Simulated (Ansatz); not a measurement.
## Σ5 (210) boundary in fcc Ag, starting shift (0.25, 0.5): structure and resistance

Aim: the relaxed structure and the specific resistance of the Σ5 (210) boundary in fcc Ag, starting shift (0.25, 0.5).

Calculated with Ansatz 0.2.0; Ansatz plane-wave DFT, PBE, PAW files; relaxation of a bicrystal slab with its lowest layers held; PAW set soft_1, in the first sound run; inputs show where later runs differ.

### 1. The structure

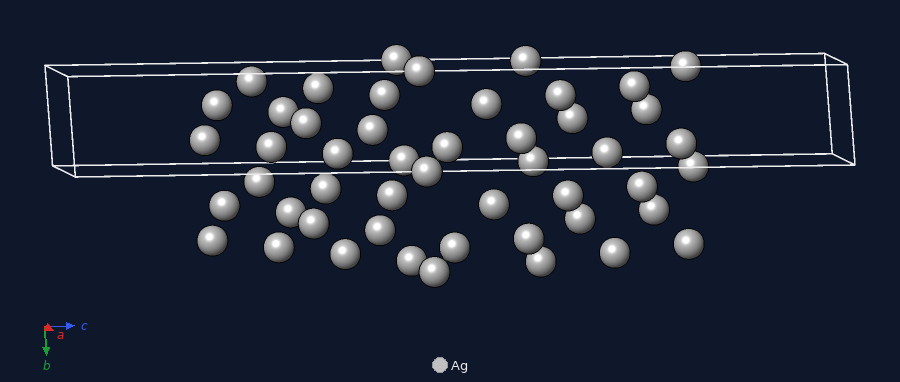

The cell as given, from the side, with the c axis across the page (silver light grey). 1×2×1 cells are drawn. Some periodic images of atoms are drawn too.

The cell holds 21 atoms: 21 Ag. Cell: a = 5.005 Å, b = 4.086 Å, c = 30.438 Å, α = 90.0°, β = 90.0°, γ = 65.9°. It derives from Ag. built on the (2 1 0) plane; 2 overlapping atoms removed and the grains opened by 0.25 Å. Vacuum lies along c.

### 2. Relaxing the bicrystal

The boundary is built by mirroring the lower grain in the boundary plane and removing any atoms that overlap. A thin bicrystal slab is relaxed first, with the lowest layers held and the upper grain free to shift and open.

input.yaml reads:

```yaml
crystal:
  lattice:
    - [5.0045524935, 0.0, 0.0]
    - [1.6681841645, 3.7301731908, 0.0]
    - [0.0, 0.0, 30.437744037]
  atoms:
    - { symbol: Ag, position: [0.6000000001, 0.6999999999, 0.1642697302] }
    - { symbol: Ag, position: [0.2000000001, 0.3999999999, 0.1942884496] }
    - { symbol: Ag, position: [0.8000000001, 0.0999999999, 0.2243071689] }
    - { symbol: Ag, position: [0.4000000001, 0.7999999999, 0.2543258883] }
    - { symbol: Ag, position: [1.0e-10, 0.4999999999, 0.2843446077] }
    - { symbol: Ag, position: [0.6000000001, 0.2, 0.3143633271] }
    - { symbol: Ag, position: [0.2, 0.9, 0.3443820465] }
    - { symbol: Ag, position: [0.8, 0.6, 0.3744007659] }
    - { symbol: Ag, position: [0.4, 0.3, 0.4044194853] }
    - { symbol: Ag, position: [0.0, 0.0, 0.4344382046] }
    - { symbol: Ag, position: [0.65, 0.8, 0.4726704105] }
    - { symbol: Ag, position: [0.45, 0.4, 0.5327078493] }
    - { symbol: Ag, position: [0.8500000001, 0.7, 0.5627265687] }
    - { symbol: Ag, position: [0.2500000001, 0.9999999999, 0.5927452881] }
    - { symbol: Ag, position: [0.6500000001, 0.2999999999, 0.6227640075] }
    - { symbol: Ag, position: [0.0500000001, 0.5999999999, 0.6527827269] }
    - { symbol: Ag, position: [0.4500000001, 0.8999999999, 0.6828014462] }
    - { symbol: Ag, position: [0.8500000001, 0.1999999999, 0.7128201656] }
    - { symbol: Ag, position: [0.2500000001, 0.4999999999, 0.742838885] }
    - { symbol: Ag, position: [0.6500000001, 0.7999999999, 0.7728576044] }
    - { symbol: Ag, position: [0.0500000002, 0.0999999999, 0.8028763238] }
kpoints:
  mp_grid: { grid: [6, 6, 1] }
hamiltonian:
  xc: pbe
  pseudopotentials: { kind: paw, azcp: { folder: soft_1 } }
scf:
  occupations: { method: fermi_dirac, width: 0.1 }
relax:
  f_tol: 0.03
  max_steps: 80
  constraints: [{ sites: [0, 1, 2, 3] }]
```

Run with:

```bash
ansatz run input.yaml --threads 4 --pin off --max-ram 15360MiB --backend cpu --events-out ev --progress --plain --runs-dir out
```

Numbers of over 12 decimals in the logs are rounded to 6 here.

The log of the run:

```text
Engine: ansatz 0.2.0, x86_64-unknown-linux-gnu
Pseudopotentials: kind: paw
Pseudopotential: Ag, paw, valence charge 19, recommended cutoff 420 eV (normal), soft_1/Ag.paw.azcp
Functional definition: PBE
  parameter kappa = 0.804
  parameter beta = 0.066725
  exchange = pbe_x(kappa = kappa, mu = beta*pi^2/3)
  correlation = pbe_c(beta = beta)
Crystal: 21 atoms, lattice volume = 568.207 Å³
Basis set: ecut = 420 eV, 11161 PW (Γ), exchange–correlation on 72×60×432 points (8 copies of the dense FFT grid, shifted against one another)
Bands: 240, of which v1, the nominal top of the filled ones, is band 200 counted from 1 (199 counted from 0)
Symmetry: 1 space group operations
Space group: P1 (ITA 1), of the structure as read, at distance tolerance 8.3e-5 Å
k-points: 20 of 36 (time reversal used)
Non-local potential: Ag, projectors of the file, l = 0: 3, l = 1: 2, l = 2: 2, l = 3: 1
PAW form: soft (Blöchl's): semilocal exchange-correlation on the pseudo side does not see the compensation charge
PAW one-centre angular grid: Ag, 590 points (default); XC on 64 Gauss nodes
Initial density: superposition of atomic densities (neutral atoms: chi_scale 0, normalization atom)
Initial wavefunctions: pseudopotential atomic-orbital guess
Functional: x = pbe(κ = 0.804, μ = 0.219515), c = pbe(β = 0.066725)
SCF iter   1: F=—  HF=-159403.840139 eV  |F-HF|=—  |Δ(HF+E_count)|=         —  Δρ=5.11e-2  dr2=1.74e1  ethr=3.10e-3  ⟨swp⟩=6.4  Hψ=17023  notcnv=0  defer=196
preconditioner: auto → LDOS  [metal: Δε(μ)=0.066 eV  Ē_g=9.225 eV  σ=0.100 eV  W_gap=0.16  n_scr=142 (ndim 8)  ℏωp=23.7 eV  f_vac=0.316  D(μ)=6.83/eV (n_scr^D=24)  β→1.0]
SCF iter   2: F=—  HF=-159406.778541 eV  |F-HF|=—  |Δ(HF+E_count)|=    2.94e0  Δρ=7.20e-2  dr2=2.40e1  ethr=3.10e-3  ⟨swp⟩=2.5  Hψ=9859  notcnv=0  defer=495
SCF iter   3: F=—  HF=-159399.443055 eV  |F-HF|=—  |Δ(HF+E_count)|=    7.34e0  Δρ=1.04e-2  dr2=4.29e-1  ethr=3.10e-3  ⟨swp⟩=2.5  Hψ=8705  notcnv=0  defer=507
SCF iter   4: F=—  HF=-159399.367751 eV  |F-HF|=—  |Δ(HF+E_count)|=   7.53e-2  Δρ=1.31e-3  dr2=8.83e-3  ethr=1.08e-4  ⟨swp⟩=2.0  Hψ=9143  notcnv=0  defer=506
SCF iter   5: F=—  HF=-159399.368011 eV  |F-HF|=—  |Δ(HF+E_count)|=   2.60e-4  Δρ=7.16e-4  dr2=2.50e-3  ethr=2.21e-6  ⟨swp⟩=2.6  Hψ=9148  notcnv=0  defer=506
SCF iter   6: F=—  HF=-159399.367764 eV  |F-HF|=—  |Δ(HF+E_count)|=   2.47e-4  Δρ=1.39e-4  dr2=1.09e-4  ethr=6.27e-7  ⟨swp⟩=2.0  Hψ=6727  notcnv=0  defer=506
SCF iter   7: F=—  HF=-159399.367795 eV  |F-HF|=—  |Δ(HF+E_count)|=   3.07e-5  Δρ=6.70e-5  dr2=2.90e-5  ethr=2.73e-8  ⟨swp⟩=2.1  Hψ=8068  notcnv=0  defer=506
SCF iter   8: F=-159399.367791 eV  HF=-159399.367791 eV  |F-HF|=2.35e-7  |Δ(HF+E_count)|=   3.59e-6  Δρ=1.38e-5  dr2=1.07e-6  ethr=5.64e-9  ⟨swp⟩=4.0  Hψ=14917  notcnv=0
SCF 1 converged in 8 iterations: F = -159399.367791 eV  dr2 = 1.07e-6
  greatest PAW one-centre occupation: 1.001 electrons in one spin orbital (limit 2), on the Ag atom at site 15 (counted from 0), in its partial waves of l = 0
relax step   1: F+E_penalty+E_count = -159399.36779124 eV  Δ(F+E_penalty+E_count) = +0.000e0 eV  max|allowed force component| = 1.445e0 eV/Å  Δτ_max = 0.0000 Å  (8 SCF iters, dr2 threshold 2.25e-5 eV, accepted)
Initial density: handed on by an earlier stage of this run
Initial wavefunctions: those handed on with the density
iter 1 solved again at ethr=3.49e-5 eV; its pass at ethr=3.10e-3 eV (dr2=1.39e-1 eV) is discarded
SCF iter   1: F=—  HF=-159399.883192 eV  |F-HF|=—  |Δ(HF+E_count)|=         —  Δρ=4.81e-3  dr2=1.27e-1  ethr=3.49e-5  ⟨swp⟩=2.0  Hψ=17584  notcnv=0  defer=494
preconditioner: auto → LDOS  [metal: Δε(μ)=0.043 eV  Ē_g=9.525 eV  σ=0.100 eV  W_gap=0.11  n_scr=142 (ndim 8)  ℏωp=23.7 eV  f_vac=0.308  D(μ)=6.23/eV (n_scr^D=18)  β→1.0]
SCF iter   2: F=—  HF=-159399.877796 eV  |F-HF|=—  |Δ(HF+E_count)|=   5.40e-3  Δρ=3.70e-3  dr2=1.51e-1  ethr=3.19e-5  ⟨swp⟩=2.0  Hψ=8323  notcnv=0  defer=494
SCF iter   3: F=—  HF=-159399.845462 eV  |F-HF|=—  |Δ(HF+E_count)|=   3.23e-2  Δρ=4.68e-4  dr2=2.40e-3  ethr=3.19e-5  ⟨swp⟩=2.1  Hψ=7002  notcnv=0  defer=494
SCF iter   4: F=—  HF=-159399.845708 eV  |F-HF|=—  |Δ(HF+E_count)|=   2.45e-4  Δρ=4.59e-4  dr2=1.20e-3  ethr=6.00e-7  ⟨swp⟩=2.0  Hψ=8520  notcnv=0  defer=504
SCF iter   5: F=—  HF=-159399.845387 eV  |F-HF|=—  |Δ(HF+E_count)|=   3.21e-4  Δρ=5.69e-5  dr2=2.16e-5  ethr=3.00e-7  ⟨swp⟩=2.0  Hψ=8007  notcnv=0  defer=504
SCF iter   6: F=-159399.845387 eV  HF=-159399.845387 eV  |F-HF|=2.07e-8  |Δ(HF+E_count)|=   8.45e-8  Δρ=1.57e-5  dr2=1.13e-6  ethr=5.42e-9  ⟨swp⟩=4.0  Hψ=12902  notcnv=0
SCF 2 converged in 6 iterations: F = -159399.845387 eV  dr2 = 1.13e-6
relax step   2: F+E_penalty+E_count = -159399.84538668 eV  Δ(F+E_penalty+E_count) = -4.776e-1 eV  max|allowed force component| = 3.483e-1 eV/Å  Δτ_max = 0.1931 Å  (6 SCF iters, dr2 threshold 1.00e-4 eV, accepted)
SCF iter   1: F=—  HF=-159400.034670 eV  |F-HF|=—  |Δ(HF+E_count)|=         —  Δρ=4.72e-3  dr2=1.41e-1  ethr=2.81e-4  ⟨swp⟩=6.0  Hψ=12234  notcnv=0  defer=492
preconditioner: auto → LDOS  [metal: Δε(μ)=0.034 eV  Ē_g=9.514 eV  σ=0.100 eV  W_gap=0.08  n_scr=142 (ndim 8)  ℏωp=23.7 eV  f_vac=0.306  D(μ)=5.97/eV (n_scr^D=14)  β→1.0]
SCF iter   2: F=—  HF=-159400.024021 eV  |F-HF|=—  |Δ(HF+E_count)|=   1.06e-2  Δρ=3.72e-3  dr2=1.30e-1  ethr=3.54e-5  ⟨swp⟩=2.1  Hψ=9495  notcnv=0  defer=510
SCF iter   3: F=—  HF=-159399.992341 eV  |F-HF|=—  |Δ(HF+E_count)|=   3.17e-2  Δρ=4.13e-4  dr2=1.39e-3  ethr=3.25e-5  ⟨swp⟩=2.0  Hψ=6821  notcnv=0  defer=510
SCF iter   4: F=—  HF=-159399.992379 eV  |F-HF|=—  |Δ(HF+E_count)|=   3.76e-5  Δρ=3.89e-4  dr2=8.29e-4  ethr=3.48e-7  ⟨swp⟩=3.0  Hψ=9775  notcnv=0  defer=510
SCF iter   5: F=—  HF=-159399.992158 eV  |F-HF|=—  |Δ(HF+E_count)|=   2.21e-4  Δρ=4.70e-5  dr2=2.10e-5  ethr=2.08e-7  ⟨swp⟩=2.0  Hψ=8047  notcnv=0  defer=510
SCF iter   6: F=-159399.992157 eV  HF=-159399.992158 eV  |F-HF|=5.83e-8  |Δ(HF+E_count)|=   7.97e-7  Δρ=1.28e-5  dr2=8.69e-7  ethr=1.90e-9  ⟨swp⟩=4.0  Hψ=14986  notcnv=0
SCF 3 converged in 6 iterations: F = -159399.992157 eV  dr2 = 8.69e-7
relax step   3: F+E_penalty+E_count = -159399.99215750 eV  Δ(F+E_penalty+E_count) = -1.468e-1 eV  max|allowed force component| = 1.930e-1 eV/Å  Δτ_max = 0.1950 Å  (6 SCF iters, dr2 threshold 7.58e-6 eV, accepted)
[... from here on, the SCF cycles and remarks between the steps are left out ...]
relax step   4: F+E_penalty+E_count = -159400.07294819 eV  Δ(F+E_penalty+E_count) = -8.079e-2 eV  max|allowed force component| = 1.192e-1 eV/Å  Δτ_max = 0.1947 Å  (7 SCF iters, dr2 threshold 2.33e-6 eV, accepted)
relax step   5: F+E_penalty+E_count = -159400.12329790 eV  Δ(F+E_penalty+E_count) = -5.035e-2 eV  max|allowed force component| = 6.351e-2 eV/Å  Δτ_max = 0.1933 Å  (6 SCF iters, dr2 threshold 4.36e-6 eV, accepted)
relax step   6: F+E_penalty+E_count = -159400.15238453 eV  Δ(F+E_penalty+E_count) = -2.909e-2 eV  max|allowed force component| = 5.824e-2 eV/Å  Δτ_max = 0.1931 Å  (7 SCF iters, dr2 threshold 1.15e-6 eV, accepted)
relax step   7: F+E_penalty+E_count = -159400.17367487 eV  Δ(F+E_penalty+E_count) = -2.129e-2 eV  max|allowed force component| = 5.641e-2 eV/Å  Δτ_max = 0.1838 Å  (7 SCF iters, dr2 threshold 9.64e-7 eV, accepted)
relax step   8: F+E_penalty+E_count = -159400.19005720 eV  Δ(F+E_penalty+E_count) = -1.638e-2 eV  max|allowed force component| = 8.595e-2 eV/Å  Δτ_max = 0.1960 Å  (6 SCF iters, dr2 threshold 2.68e-6 eV, accepted)
relax step   9: F+E_penalty+E_count = -159400.19844813 eV  Δ(F+E_penalty+E_count) = -8.391e-3 eV  max|allowed force component| = 1.724e-1 eV/Å  Δτ_max = 0.1946 Å  (6 SCF iters, dr2 threshold 6.93e-6 eV, accepted)
relax step  10: F+E_penalty+E_count = -159400.20841111 eV  Δ(F+E_penalty+E_count) = -9.963e-3 eV  max|allowed force component| = 5.961e-2 eV/Å  Δτ_max = 0.1923 Å  (6 SCF iters, dr2 threshold 2.97e-5 eV, accepted)
relax step  11: F+E_penalty+E_count = -159400.21150539 eV  Δ(F+E_penalty+E_count) = -3.094e-3 eV  max|allowed force component| = 4.539e-2 eV/Å  Δτ_max = 0.1827 Å  (8 SCF iters, accepted)
SCF iter   1: F=—  HF=-159400.215857 eV  |F-HF|=—  |Δ(HF+E_count)|=         —  Δρ=1.10e-3  dr2=8.27e-3  ethr=1.80e-5  ⟨swp⟩=3.0  Hψ=8783  notcnv=0  defer=505
preconditioner: auto → LDOS  [metal: Δε(μ)=0.056 eV  Ē_g=9.569 eV  σ=0.100 eV  W_gap=0.14  n_scr=142 (ndim 8)  ℏωp=23.7 eV  f_vac=0.314  D(μ)=5.64/eV (n_scr^D=12)  β→1.0]
SCF iter   2: F=—  HF=-159400.214529 eV  |F-HF|=—  |Δ(HF+E_count)|=   1.33e-3  Δρ=8.19e-4  dr2=4.16e-3  ethr=2.07e-6  ⟨swp⟩=2.0  Hψ=9104  notcnv=0  defer=505
SCF iter   3: F=—  HF=-159400.213085 eV  |F-HF|=—  |Δ(HF+E_count)|=   1.44e-3  Δρ=6.52e-5  dr2=1.53e-4  ethr=1.04e-6  ⟨swp⟩=2.0  Hψ=7853  notcnv=0  defer=505
SCF iter   4: F=—  HF=-159400.213097 eV  |F-HF|=—  |Δ(HF+E_count)|=   1.19e-5  Δρ=3.07e-5  dr2=9.80e-6  ethr=3.83e-8  ⟨swp⟩=2.0  Hψ=6613  notcnv=0  defer=505
SCF iter   5: F=—  HF=-159400.213169 eV  |F-HF|=—  |Δ(HF+E_count)|=   7.24e-5  Δρ=2.38e-5  dr2=2.82e-6  ethr=2.46e-9  ⟨swp⟩=2.2  Hψ=7075  notcnv=0  defer=505
SCF iter   6: F=-159400.213168 eV  HF=-159400.213168 eV  |F-HF|=4.11e-8  |Δ(HF+E_count)|=   7.78e-7  Δρ=2.76e-6  dr2=6.01e-8  ethr=2.51e-11  ⟨swp⟩=3.0  Hψ=20407  notcnv=0
SCF 12 converged in 6 iterations: F = -159400.213168 eV  dr2 = 6.01e-8
relax step  12: F+E_penalty+E_count = -159400.21316818 eV  Δ(F+E_penalty+E_count) = -1.663e-3 eV  max|allowed force component| = 1.191e-2 eV/Å  Δτ_max = 0.0352 Å  (6 SCF iters, accepted)
SCF converged after 6 iterations
Free energy (F): -159400.213168 eV
Harris-Foulkes:  -159400.213168 eV  (|F-HF|=4.11e-8)
Internal energy: -159400.025759 eV  (E = F + TS)
E sigma→0 (E₀):  -159400.119464 eV
Entropy (-TS):   -0.187409 eV (-8.924 meV/atom)
Fermi energy:    9.335057 eV
--- Per-component energies (eV) ---
  E_band       = -8052.972948
  E_kinetic    = 9818.221494
  E_local      = -468223.464858  (includes V_loc(G=0)·N_el)
  E_nonlocal   = 669.108481
  E_hartree    = 232206.936402
  E_xc         = -3332.280938
  E_vxc        = -4216.509585  (∫ρ·V_xc dr)
  E_paw        = -83069.744139  (= ΣΔE_a)
  E_vpaw       = -10514.206258  (= ΣTr[D̂ρ^β])
  E_aug_tail   = 0.007951  (compensation charges beyond the density's cutoff)
  E_ewald      = 152531.189848
  E_smearing   = -0.187409  (= −TS)
  E_closure    = -0.000000  (closes the sum)
  Σ components = -159400.213168   (vs F -159400.213168, Δ=0.00e0)
--- Forces (eV/Å), atoms counted from 1 ---
  atom   1  Ag    -0.01841680     0.00771387     0.18123469
  atom   2  Ag    -0.03549346     0.01578996    -0.13969952
  atom   3  Ag     0.03550016    -0.02111824    -0.18582164
  atom   4  Ag     0.00902074    -0.01870296     0.13873541
  atom   5  Ag     0.00099894     0.00097134     0.00743085
  atom   6  Ag     0.00431748    -0.00220056     0.00280885
  atom   7  Ag    -0.00546792     0.00123765    -0.00066380
  atom   8  Ag     0.00623830     0.00024929    -0.00999808
  atom   9  Ag     0.00031821     0.00442322     0.00061615
  atom  10  Ag     0.00306554     0.00471035     0.01191237
  atom  11  Ag     0.00187047    -0.00892717    -0.00282323
  atom  12  Ag     0.00191721    -0.00639279    -0.00423147
  atom  13  Ag    -0.00212600     0.01045081     0.00169375
  atom  14  Ag    -0.00117304     0.00042107     0.00139795
  atom  15  Ag    -0.00069241     0.00257732     0.00027203
  atom  16  Ag    -0.00037552     0.00040258     0.00131297
  atom  17  Ag    -0.00295875     0.00233299     0.00222755
  atom  18  Ag     0.00175605     0.00084089    -0.00067068
  atom  19  Ag    -0.00192699     0.00106726    -0.00167814
  atom  20  Ag     0.00328850     0.00176299    -0.00001544
  atom  21  Ag     0.00064377     0.00215261    -0.00404778
  max |Σ_I F_I| component: 3.04e-4 eV/Å
--- Relaxed structure (12 steps of the walk, 12 accepted, 0 SCFs on fresh bases) ---
  F+E_penalty+E_count = -159400.21316818 eV   max|allowed force component| = 1.191e-2 eV/Å
  atoms:
    - { symbol: Ag, position: [0.6000000001, 0.6999999999, 0.1642697302] }
    - { symbol: Ag, position: [0.200000, 0.400000, 0.194288] }
    - { symbol: Ag, position: [0.800000, 0.100000, 0.2243071689] }
    - { symbol: Ag, position: [0.4000000001, 0.800000, 0.2543258883] }
    - { symbol: Ag, position: [0.00277394, 0.497416, 0.286539] }
    - { symbol: Ag, position: [0.605034, 0.195623, 0.317256] }
    - { symbol: Ag, position: [0.209006, 0.892856, 0.348391] }
    - { symbol: Ag, position: [0.812451, 0.590396, 0.378916] }
    - { symbol: Ag, position: [0.406249, 0.292585, 0.410735] }
    - { symbol: Ag, position: [0.017643, -0.014139, 0.445253] }
    - { symbol: Ag, position: [0.619421, 0.685923, 0.467293] }
    - { symbol: Ag, position: [0.229206, 0.375402, 0.510299] }
    - { symbol: Ag, position: [0.629578, 0.667203, 0.554544] }
    - { symbol: Ag, position: [0.028207, 0.968903, 0.576723] }
    - { symbol: Ag, position: [0.417152, 0.273394, 0.611189] }
    - { symbol: Ag, position: [-0.177608, 0.570413, 0.643152] }
    - { symbol: Ag, position: [0.214968, 0.873849, 0.672937] }
    - { symbol: Ag, position: [0.610637, 0.175674, 0.703948] }
    - { symbol: Ag, position: [0.014177, 0.473623, 0.736569] }
    - { symbol: Ag, position: [0.406940, 0.777036, 0.766654] }
    - { symbol: Ag, position: [-0.196713, 0.078873, 0.793384] }
```

Run time: 7.2 min. Hardware: 4 threads of Intel Xeon Platinum 8488C (Sapphire Rapids), shared host; peak memory 3.6 GiB.

Relaxation path:

| step | energy less that of the first step (eV) | largest force component (eV/Å) |
| --- | --- | --- |
| 1 | 0.0000 | 1.4447 |
| 2 | -0.4776 | 0.3483 |
| 3 | -0.6244 | 0.1930 |
| 4 | -0.7052 | 0.1192 |
| 5 | -0.7555 | 0.0635 |
| 6 | -0.7846 | 0.0582 |
| 7 | -0.8059 | 0.0564 |
| 8 | -0.8223 | 0.0859 |
| 9 | -0.8307 | 0.1724 |
| 10 | -0.8406 | 0.0596 |
| 11 | -0.8437 | 0.0454 |
| 12 | -0.8454 | 0.0119 |

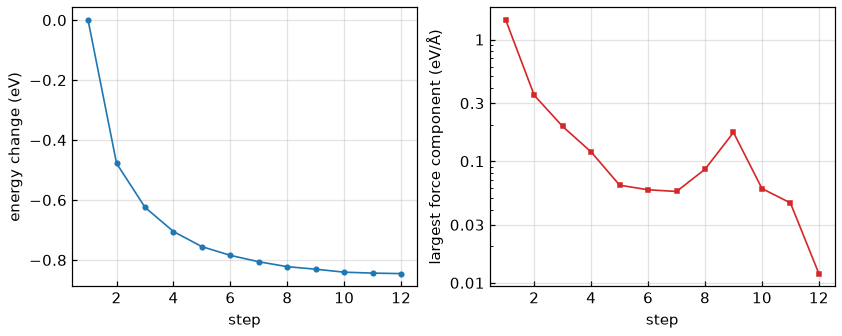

Energy and largest force along the relaxation.

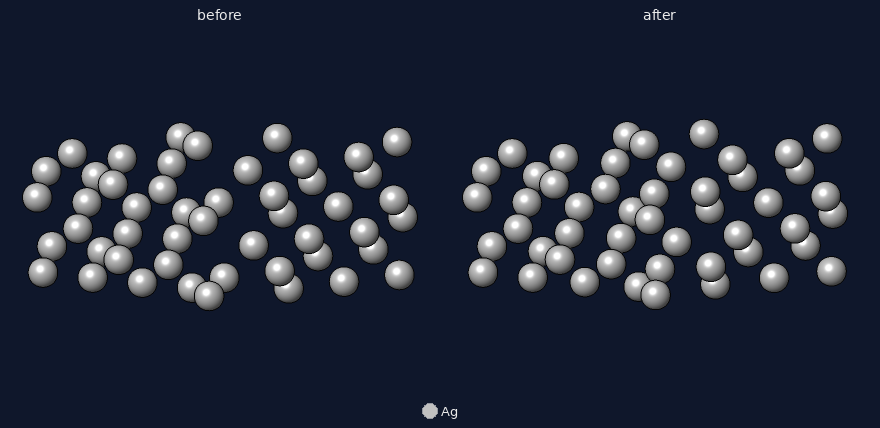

The structure before and after the relaxation, drawn at the same scale.

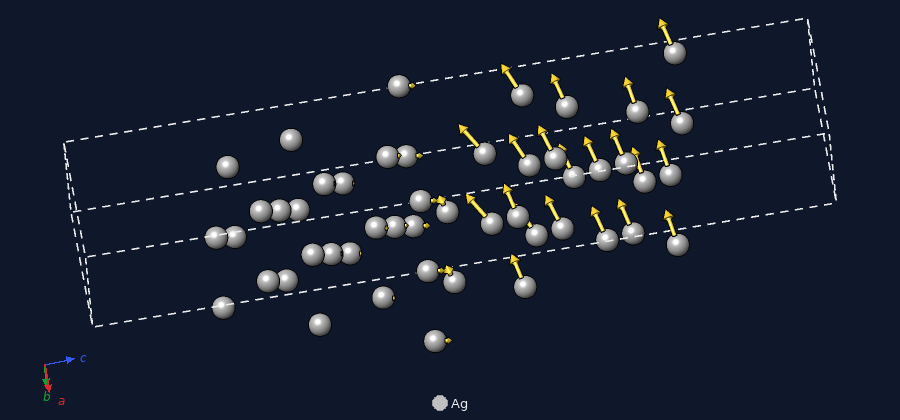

Displacements in the relaxation, scaled; the longest in the cell stands for 1.34 Å. 1×2×1 cells are drawn. Some periodic images of atoms are drawn too.

The atoms that moved most (Å):

| atom | dx | dy | dz | length |
| --- | --- | --- | --- | --- |
| Ag12 | -1.146 | -0.092 | -0.682 | 1.337 |
| Ag21 | -1.270 | -0.079 | -0.289 | 1.305 |
| Ag20 | -1.255 | -0.086 | -0.189 | 1.272 |
| Ag18 | -1.238 | -0.091 | -0.270 | 1.271 |
| Ag14 | -1.162 | -0.116 | -0.488 | 1.265 |
| Ag15 | -1.210 | -0.099 | -0.352 | 1.264 |
| Ag17 | -1.220 | -0.098 | -0.300 | 1.260 |
| Ag19 | -1.224 | -0.098 | -0.191 | 1.243 |

This step gave:

```
free energy             : -159400.2132 eV
energy at zero smearing : -159400.1195 eV
Fermi energy            : 9.335 eV
```

The largest force component on a free atom ends at 0.012 eV/Å, under the tolerance of 0.03, after 12 steps.

[end of part 1 of 3]

[Logs are printed without paths, hosts, clocks, repeated set-up lines and the standing remarks that a program may print on its own settings, such as how far it seeks lower states.]

[Hosts, paths, dates, database ids (printed as entryN), source tags and the programs' standing remarks are cut or masked in the printed files.]
